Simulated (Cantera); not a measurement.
A closed system holds: 1 mol S, 4.5 mol O₂, held at 3048.15 K.

Cantera equilibrium calculation (NASA polynomials, part measured and part estimated; ideal gas, pure solids and liquids). Candidate condensed phases: S; 10 gas species. The ideal-gas law is rough above about 30 bar. Rates play no part.

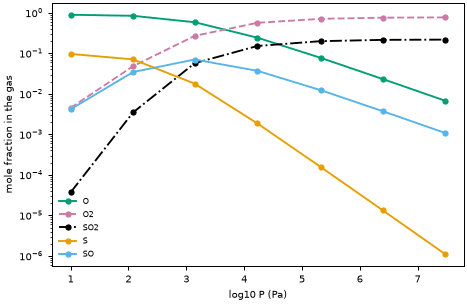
*Equilibrium gas composition (values under 1e-9 drawn at 1e-9)*

From 10.0 Pa to 300 bar nothing is condensed.
